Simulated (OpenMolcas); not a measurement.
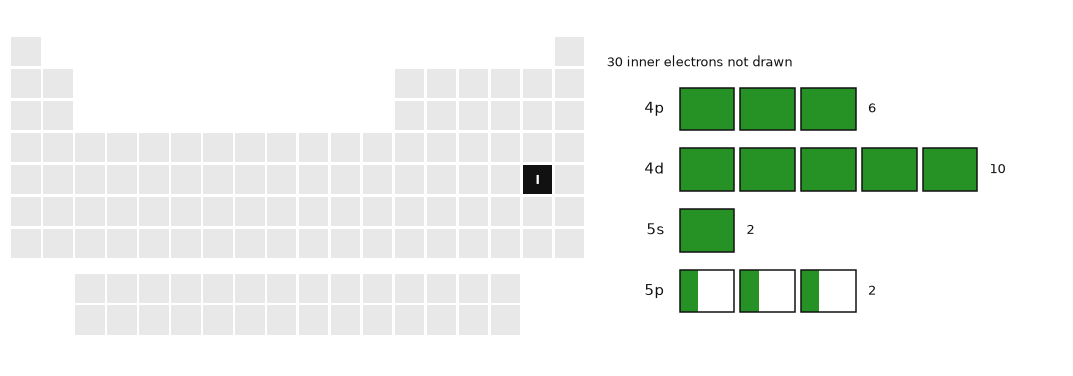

Left, the place of iodine in the periodic table; right, the outer shells of the leading configuration of the lowest level: a box for each of the 2l + 1 orbitals, shaded by the share of the shell that is filled, with the electron count at the right.

**Run report: I³⁺, multiconfigurational calculation (part 1 of 2)**

- system: I³⁺.
- method: state-averaged RASSCF, active space 4 electrons in the shells 5s 5p 5d; RAS3 5d with at most 2 electrons, basis ANO-R1, X2C scalar Hamiltonian, spin-orbit coupling by RASSI with atomic mean-field integrals (OpenMolcas)

The program's output (extracts):
```
--- SEWARD ---
Basis set label: I.ANO-R...6S5P3D1F.

      Electronic valence basis set:
      ------------------
      Associated Effective Charge  53.000000 au
      Associated Actual Charge     53.000000 au
      Nuclear Model: Finite nucleus - Gaussian distribution
        Gaussian exponent, Xi/bohr**(-2):  1.84442E+08

      Shell  nPrim  nBasis  Cartesian Spherical Contaminant
         s      23       6        X
         p      18       5        X
         d      12       3                 X
         f       6       1                 X
                  Relativistic X2C integrals
                  Atomic mean-field integrals
--- RASSCF ---
Wave function specifications:
      -----------------------------

      Number of closed shell electrons          46
      Number of electrons in active shells       4
      Max number of holes in RAS1 space          0
      Max nr of electrons in RAS3 space          2
      Number of inactive orbitals               23
      Number of active orbitals                  9
      Number of secondary orbitals              11
      Spin quantum number                      1.0
      State symmetry                             1
Orbital specifications:
      -----------------------

      Symmetry species                           1   2
                                                ag  au
      Frozen orbitals                            0   0
      Inactive orbitals                         14   9
      Active orbitals                            6   3
      RAS1 orbitals                              0   0
      RAS2 orbitals                              1   3
      RAS3 orbitals                              5   0
      Secondary orbitals                         1  10
      Deleted orbitals                           0   0
      Number of basis functions                 21  22
      Number of CSFs                           211
      Number of root(s) required                 3
      Iter CI   SX   CI       RASSCF       Energy    max ROT     max BLB   max BLB  Level Ln srch  Step   QN
          iter iter root      energy       change     param      element    value   shift minimum  type update
 Nr of preliminary CI iterations:   1
      Total energies have been shifted. Add                -7000.00 au
        1   1    4    0  -110.68526490    0.00E+00  -1.41E-03   13  19 1 -8.99E-03*  0.00   0.00    SX    NO
        2   1    3    0  -110.68535022   -8.53E-05*  7.32E-04   13  19 1  1.22E-03*  0.00   0.00    SX    NO
        3   1    3    0  -110.68535252   -2.30E-06*  1.46E-04   13  19 1 -3.25E-04   0.00   0.00    SX    NO
        4   1    3    0  -110.68535264   -1.20E-07   3.55E-05   13  19 1  7.14E-05   0.00   0.00    SX    NO
      Convergence after  4 iterations
        5   1    3    0  -110.68535264   -6.37E-09   3.55E-05   13  19 1 -1.69E-05   0.00   0.00    SX    NO
      Natural orbitals and occupation numbers for root  1
      sym 1:   1.954261   0.005409   0.004593   0.007667   0.005409   0.007667
      sym 2:   0.027974   0.993510   0.993510
      Natural orbitals and occupation numbers for root  2
      sym 1:   1.954261   0.007667   0.004593   0.005409   0.007667   0.005409
      sym 2:   0.027974   0.993510   0.993510
      Natural orbitals and occupation numbers for root  3
      sym 1:   1.954261   0.005409   0.007667   0.007667   0.004593   0.005409
      sym 2:   0.993510   0.993510   0.027974
::    RASSCF root number  1 Total energy:  -7110.68535264
::    RASSCF root number  2 Total energy:  -7110.68535264
::    RASSCF root number  3 Total energy:  -7110.68535264
--- RASSCF ---
Wave function specifications:
      -----------------------------

      Number of closed shell electrons          46
      Number of electrons in active shells       4
      Max number of holes in RAS1 space          0
      Max nr of electrons in RAS3 space          2
      Number of inactive orbitals               23
      Number of active orbitals                  9
      Number of secondary orbitals              11
      Spin quantum number                      0.0
      State symmetry                             1
Orbital specifications:
      -----------------------

      Symmetry species                           1   2
                                                ag  au
      Frozen orbitals                            0   0
      Inactive orbitals                         14   9
      Active orbitals                            6   3
      RAS1 orbitals                              0   0
      RAS2 orbitals                              1   3
      RAS3 orbitals                              5   0
      Secondary orbitals                         1  10
      Deleted orbitals                           0   0
      Number of basis functions                 21  22
      Number of CSFs                           192
      Number of root(s) required                 6
      Iter CI   SX   CI       RASSCF       Energy    max ROT     max BLB   max BLB  Level Ln srch  Step   QN
          iter iter root      energy       change     param      element    value   shift minimum  type update
 Nr of preliminary CI iterations:   1
      Total energies have been shifted. Add                -7000.00 au
        1   1    4    0  -110.62087250    0.00E+00  -9.83E-03   12  15 2 -6.35E-03*  0.00   0.00    SX    NO
        2   1    3    0  -110.62110493   -2.32E-04*  5.98E-04   11  18 1  1.99E-03*  0.00   0.00    SX    NO
        3   1    3    0  -110.62110873   -3.79E-06*  1.81E-04    9  15 2  3.48E-04   0.00   0.00    SX    NO
        4   1    3    0  -110.62110892   -1.89E-07   3.86E-05   11  18 1  8.96E-05   0.00   0.00    SX    NO
      Convergence after  4 iterations
        5   1    3    0  -110.62110893   -1.00E-08   3.86E-05   11  18 1 -1.96E-05   0.00   0.00    SX    NO
      Natural orbitals and occupation numbers for root  1
      sym 1:   1.955508   0.002633   0.015926   0.005558   0.002463   0.006175
      sym 2:   0.027665   0.962459   1.021614
      Natural orbitals and occupation numbers for root  2
      sym 1:   1.955508   0.004412   0.002628   0.015685   0.002468   0.007561
      sym 2:   1.131381   0.829569   0.050788
      Natural orbitals and occupation numbers for root  3
      sym 1:   1.955508   0.011007   0.002600   0.002496   0.013932   0.002719
      sym 2:   0.499188   0.218829   1.293720
::    RASSCF root number  1 Total energy:  -7110.63264639
::    RASSCF root number  2 Total energy:  -7110.63264639
::    RASSCF root number  3 Total energy:  -7110.63264639
::    RASSCF root number  4 Total energy:  -7110.63264639
::    RASSCF root number  5 Total energy:  -7110.63264639
::    RASSCF root number  6 Total energy:  -7110.56342161
--- RASSCF ---
Wave function specifications:
      -----------------------------

      Number of closed shell electrons          46
      Number of electrons in active shells       4
      Max number of holes in RAS1 space          0
      Max nr of electrons in RAS3 space          2
      Number of inactive orbitals               23
      Number of active orbitals                  9
      Number of secondary orbitals              11
      Spin quantum number                      2.0
      State symmetry                             2
Orbital specifications:
      -----------------------

      Symmetry species                           1   2
                                                ag  au
      Frozen orbitals                            0   0
      Inactive orbitals                         14   9
      Active orbitals                            6   3
      RAS1 orbitals                              0   0
      RAS2 orbitals                              1   3
      RAS3 orbitals                              5   0
      Secondary orbitals                         1  10
      Deleted orbitals                           0   0
      Number of basis functions                 21  22
      Number of CSFs                            36
      Number of root(s) required                 1
      Iter CI   SX   CI       RASSCF       Energy    max ROT     max BLB   max BLB  Level Ln srch  Step   QN
          iter iter root      energy       change     param      element    value   shift minimum  type update
 Nr of preliminary CI iterations:   1
      Total energies have been shifted. Add                -7000.00 au
        1   1    2    1  -110.40581350    0.00E+00   9.84E-08    9  15 2 -5.14E-07   0.00   0.00    SX    NO
        2   1    1    1  -110.40581350   -1.64E-11   0.00E+00    9  15 2 -4.47E-08   0.00   0.00    SX    NO
        3   1    1    1  -110.40581350    3.64E-12   0.00E+00    9  15 2 -4.47E-08   0.00   0.00    SX    NO
        4   1    1    1  -110.40581350   -4.55E-12   0.00E+00    9  15 2 -4.47E-08   0.00   0.00    SX    NO
      Convergence after  4 iterations
        5   1    1    1  -110.40581350    9.09E-12   0.00E+00    9  15 2 -4.47E-08   0.00   0.00    SX    NO
      Natural orbitals and occupation numbers for root  1
      sym 1:   1.000000   0.003398   0.003398   0.003398   0.003398   0.003398
      sym 2:   0.994337   0.994337   0.994337
::    RASSCF root number  1 Total energy:  -7110.40581350
--- RASSCF ---
Wave function specifications:
      -----------------------------

      Number of closed shell electrons          46
      Number of electrons in active shells       4
      Max number of holes in RAS1 space          0
      Max nr of electrons in RAS3 space          2
      Number of inactive orbitals               23
      Number of active orbitals                  9
      Number of secondary orbitals              11
      Spin quantum number                      1.0
      State symmetry                             2
Orbital specifications:
      -----------------------

      Symmetry species                           1   2
                                                ag  au
      Frozen orbitals                            0   0
      Inactive orbitals                         14   9
      Active orbitals                            6   3
      RAS1 orbitals                              0   0
      RAS2 orbitals                              1   3
      RAS3 orbitals                              5   0
      Secondary orbitals                         1  10
      Deleted orbitals                           0   0
      Number of basis functions                 21  22
      Number of CSFs                           174
      Number of root(s) required                 9
      Iter CI   SX   CI       RASSCF       Energy    max ROT     max BLB   max BLB  Level Ln srch  Step   QN
          iter iter root      energy       change     param      element    value   shift minimum  type update
 Nr of preliminary CI iterations:   1
      Total energies have been shifted. Add                -7000.00 au
        1   1    4    0  -110.22721157    0.00E+00   1.78E-02   11  14 2 -1.61E-02*  0.00   0.00    SX    NO
        2   1    3    0  -110.22810726   -8.96E-04*  1.80E-03   14  18 1  4.22E-03*  0.00   0.00    SX    NO
        3   1    3    0  -110.22813004   -2.28E-05*  5.47E-04    9  15 2  8.42E-04*  0.00   0.00    SX    NO
        4   1    3    0  -110.22813146   -1.43E-06*  1.35E-04   14  18 1  2.39E-04   0.00   0.00    SX    NO
        5   1    3    0  -110.22813156   -9.64E-08   2.84E-05   14  18 1 -6.01E-05   0.00   0.79    QN   YES
      Convergence after  5 iterations
        6   1    3    0  -110.22813157   -7.04E-09   2.84E-05    9  15 2  3.61E-07   0.00   0.79    QN   YES
      Natural orbitals and occupation numbers for root  1
      sym 1:   1.072046   0.004254   0.009034   0.020988   0.015082   0.057649
      sym 2:   0.969153   0.922672   0.929122
      Natural orbitals and occupation numbers for root  2
      sym 1:   1.072047   0.011618   0.004309   0.008979   0.056641   0.025460
      sym 2:   0.934005   0.918890   0.968052
      Natural orbitals and occupation numbers for root  3
      sym 1:   1.072048   0.008741   0.050370   0.004546   0.005633   0.037717
      sym 2:   0.947388   0.961204   0.912354
::    RASSCF root number  1 Total energy:  -7110.27395841
::    RASSCF root number  2 Total energy:  -7110.27395841
::    RASSCF root number  3 Total energy:  -7110.27395841
::    RASSCF root number  4 Total energy:  -7110.27395841
::    RASSCF root number  5 Total energy:  -7110.27395841
::    RASSCF root number  6 Total energy:  -7110.21009936
::    RASSCF root number  7 Total energy:  -7110.21009936
::    RASSCF root number  8 Total energy:  -7110.21009936
::    RASSCF root number  9 Total energy:  -7110.05309394
--- RASSCF ---
Wave function specifications:
      -----------------------------

      Number of closed shell electrons          46
      Number of electrons in active shells       4
      Max number of holes in RAS1 space          0
      Max nr of electrons in RAS3 space          2
      Number of inactive orbitals               23
      Number of active orbitals                  9
      Number of secondary orbitals              11
      Spin quantum number                      0.0
      State symmetry                             2
Orbital specifications:
      -----------------------

      Symmetry species                           1   2
                                                ag  au
      Frozen orbitals                            0   0
      Inactive orbitals                         14   9
      Active orbitals                            6   3
      RAS1 orbitals                              0   0
      RAS2 orbitals                              1   3
      RAS3 orbitals                              5   0
      Secondary orbitals                         1  10
      Deleted orbitals                           0   0
      Number of basis functions                 21  22
      Number of CSFs                           138
      Number of root(s) required                 8
      Iter CI   SX   CI       RASSCF       Energy    max ROT     max BLB   max BLB  Level Ln srch  Step   QN
          iter iter root      energy       change     param      element    value   shift minimum  type update
 Nr of preliminary CI iterations:   1
      Total energies have been shifted. Add                -7000.00 au
        1   1    4    0  -110.09583513    0.00E+00   1.13E-02   11  14 2 -9.05E-03*  0.00   0.00    SX    NO
        2   1    3    0  -110.09616394   -3.29E-04*  1.36E-03   14  16 1 -2.79E-03*  0.00   0.00    SX    NO
        3   1    3    0  -110.09617409   -1.02E-05*  3.90E-04   14  16 1  5.82E-04*  0.00   0.00    SX    NO
        4   1    3    0  -110.09617475   -6.61E-07*  9.96E-05   14  16 1 -1.66E-04   0.00   0.00    SX    NO
        5   1    3    0  -110.09617480   -4.55E-08   2.09E-05   14  16 1  4.25E-05   0.00   0.79    QN   YES
      Convergence after  5 iterations
        6   1    3    0  -110.09617480   -3.39E-09   2.09E-05    9  15 2  1.81E-07   0.00   0.79    QN   YES
      Natural orbitals and occupation numbers for root  1
      sym 1:   1.260213   0.190497   0.087830   0.007131   0.004309   0.029139
      sym 2:   0.886755   0.740456   0.793670
      Natural orbitals and occupation numbers for root  2
      sym 1:   1.260214   0.004920   0.045780   0.006520   0.196099   0.065587
      sym 2:   0.891834   0.755545   0.773503
      Natural orbitals and occupation numbers for root  3
      sym 1:   1.260210   0.122356   0.003503   0.012716   0.007939   0.172393
      sym 2:   0.725566   0.870341   0.824974
::    RASSCF root number  1 Total energy:  -7110.13740728
::    RASSCF root number  2 Total energy:  -7110.13740728
::    RASSCF root number  3 Total energy:  -7110.13740728
::    RASSCF root number  4 Total energy:  -7110.13740728
::    RASSCF root number  5 Total energy:  -7110.13740728
::    RASSCF root number  6 Total energy:  -7110.02745400
::    RASSCF root number  7 Total energy:  -7110.02745400
::    RASSCF root number  8 Total energy:  -7110.02745400
--- RASSI ---
SPIN-FREE ENERGIES:
  (Shifted by EMIN (a.u.) =      -7110.6853526444)

 SF State       Relative EMIN(au)   Rel lowest level(eV)    D:o, cm**(-1)      L_eff

     1             0.0000000000        0.0000000000              0.0000         1.0
     2             0.0000000000        0.0000000000              0.0000         1.0
     3             0.0000000000        0.0000000000              0.0000         1.0
     4             0.0527062546        1.4342102522          11567.6858         2.0
     5             0.0527062546        1.4342102522          11567.6858         2.0
     6             0.0527062546        1.4342102522          11567.6858         2.0
     7             0.0527062546        1.4342102522          11567.6858         2.0
     8             0.0527062546        1.4342102522          11567.6858         2.0
     9             0.1219310346        3.3179124783          26760.7689         0.0
    10             0.2795391445        7.6066476320          61351.7507         0.0
    11             0.4113942305       11.1946073048          90290.5971         2.0
    12             0.4113942305       11.1946073048          90290.5971         2.0
    13             0.4113942305       11.1946073048          90290.5971         2.0
    14             0.4113942305       11.1946073048          90290.5971         2.0
    15             0.4113942305       11.1946073048          90290.5971         2.0
    16             0.4752532805       12.9323005791         104306.0385         1.0
    17             0.4752532805       12.9323005791         104306.0385         1.0
    18             0.4752532805       12.9323005791         104306.0385         1.0
    20             0.5479453594       14.9103528164         120260.1058         2.0
    21             0.5479453594       14.9103528164         120260.1058         2.0
    22             0.5479453594       14.9103528164         120260.1058         2.0
    23             0.5479453594       14.9103528164         120260.1058         2.0
    24             0.5479453594       14.9103528164         120260.1058         2.0
    19             0.6322587061       17.2046358582         138764.7464         0.0
    25             0.6578986446       17.9023341303         144392.0625         1.0
    26             0.6578986446       17.9023341303         144392.0625         1.0
    27             0.6578986446       17.9023341303         144392.0625         1.0
     Dipole printing threshold changed to   1.00000000E+00
```

(Continued in part 2.) Outcome of the run: converged.
